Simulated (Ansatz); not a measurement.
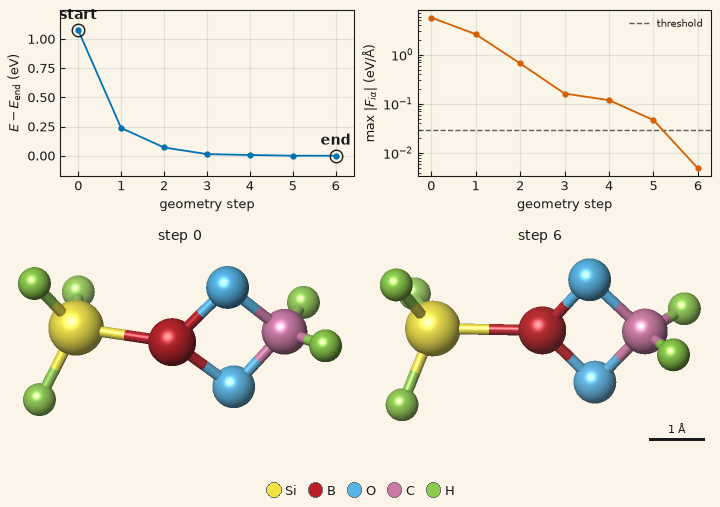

First and last geometry of a relaxation of CH5BO2Si (coarse preliminary run), with the history of the run. The picture is a ball-and-stick view, seen face on.

The start comes from a force field.

Computed with Ansatz, RKS PBE-D4/def2-SVP.

The input:
```yaml
crystal:
  periodic: [false, false, false]
  atoms:
    - {symbol: Si, position_ang: [-1.666700, -0.386700, -0.731300]}
    - {symbol: B, position_ang: [0.164800, -0.392600, -0.282000]}
    - {symbol: O, position_ang: [0.793600, -0.640200, 1.020700]}
    - {symbol: C, position_ang: [1.772100, 0.394800, 0.778400]}
    - {symbol: O, position_ang: [1.232300, 0.632800, -0.497300]}
    - {symbol: H, position_ang: [-2.371200, 0.759600, -0.000500]}
    - {symbol: H, position_ang: [-1.831800, -0.102800, -2.183200]}
    - {symbol: H, position_ang: [-2.299500, -1.609000, -0.396800]}
    - {symbol: H, position_ang: [2.756200, 0.045200, 0.804100]}
    - {symbol: H, position_ang: [1.533300, 1.247700, 1.490800]}
basis:
  gaussian: {orbitals: def2-SVP}
hamiltonian: {xc: pbe, dispersion: d4}
relax: {f_tol: 0.03, max_steps: 200}
```

Command:
```bash
ansatz run in.yaml --threads 4 --pin off --events-out ev --progress --plain --max-ram 10444MiB
```

Read the history and describe the run.

It converged. The largest move after the best rigid fit is that of B2, 0.50 Å. Largest moves by element: B 0.50 Å, H 0.47 Å, O 0.26 Å, Si 0.08 Å, C 0.05 Å. Near-neighbour distances that change, for instance: Si1–B2 1.886 → 2.021 Å, B2–O5 1.496 → 1.400 Å, Si1–H8 1.416 → 1.505 Å, C4–H9 1.045 → 1.112 Å. Among the angles between lasting bonds that change: O3–B2–O5 86.4° → 97.7°, B2–O5–C4 91.6° → 83.8°, B2–O3–C4 91.2° → 83.8°. After 6 geometry steps the energy has fallen by 1.076 eV. The largest force component goes from 5.7 to 0.0049 eV/Å.

| step | E − E(0), eV | largest force component, eV/Å |
| --- | --- | --- |
| 0 | 0.0000 | 5.7254 |
| 1 | -0.8383 | 2.6249 |
| 2 | -1.0053 | 0.6684 |
| 3 | -1.0623 | 0.1621 |
| 4 | -1.0697 | 0.1190 |
| 5 | -1.0761 | 0.0468 |
| 6 | -1.0762 | 0.0049 |
